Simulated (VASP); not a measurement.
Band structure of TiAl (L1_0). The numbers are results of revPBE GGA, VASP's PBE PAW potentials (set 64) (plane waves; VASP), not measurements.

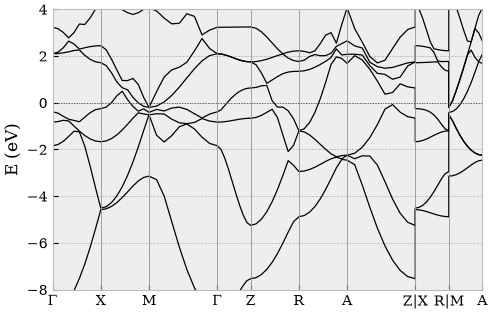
Figure. Bands along high-symmetry lines, zero at the valence-band maximum or, without a gap, the Fermi level

Question: Read the plot: is there a gap, and where are the band edges?

Answer: It has no gap at this level: it comes out as a metal or semimetal. (Edges off the drawn lines would not show.)

The compound is TiAl in the L1_0 structure. It was relaxed first. The electron count is odd and the run is not spin-polarised, which forces a metal.
